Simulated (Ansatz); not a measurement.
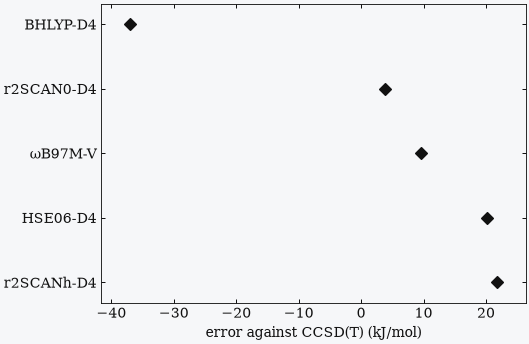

Error in the electronic atomisation energy (method less reference, so positive means overbinding) of S₂, triplet: functionals in def2-TZVPP against frozen-core CCSD(T) at the limit (scheme: direct), which gives 430.5 kJ/mol, at a PBE0-D4/def2-TZVP geometry (a minimum by its frequencies), no zero-point or spin-orbit term, the Ansatz code. The reference leaves out core correlation, a term that grows with the number of heavy atoms.

Q: What range do the values span?

A: From −36.9 kJ/mol (BHLYP-D4) to 21.7 kJ/mol (r2SCANh-D4).

Q: Which of these levels overbind, and which underbind?

A: Overbind: HSE06-D4 and r2SCANh-D4. Underbind: BHLYP-D4. Within 10 kJ/mol of zero, too close to call in view of what the reference leaves out: r2SCAN0-D4 and ωB97M-V.

Caveats, for all or some of the runs: other spin states weren't compared here.
